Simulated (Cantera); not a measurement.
A closed system holds: 1 mol Ta₂O₅, 0.99 mol C, a varied amount of H₂, at 1823.15 K and 110000 Pa.

These are equilibrium values from Cantera (NASA tables, ideal gas, pure condensed phases), not measurements of a reactor. Candidate condensed phases: C, C₆H₆, C₇H₈, C₈H₁₈, H₂O, Ta, TaC, Ta₂O₅; 113 gas species. Mutual solubility and eutectic melting of coexisting phases are not modelled. TaC: taken at fixed stoichiometry. Condensed phases not in the tables: Ta₂C. The numbers say what is thermodynamically allowed, not how fast it happens.

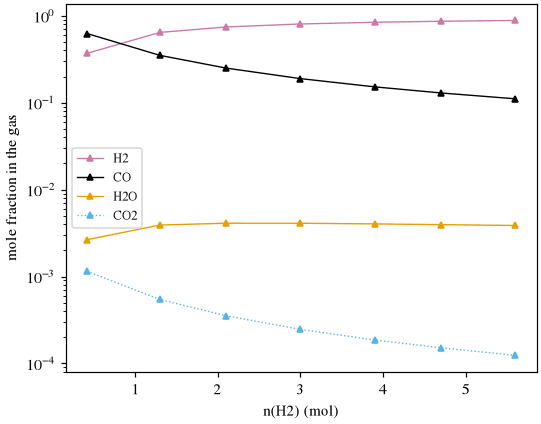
Fig. 1. Equilibrium gas composition (values under 1e-9 drawn at 1e-9)

From 0.42 mol H₂ to 5.6 mol H₂ the condensed part is TaC(s) + Ta₂O₅(s). The main Ta-bearing gas is TaO₂ throughout.
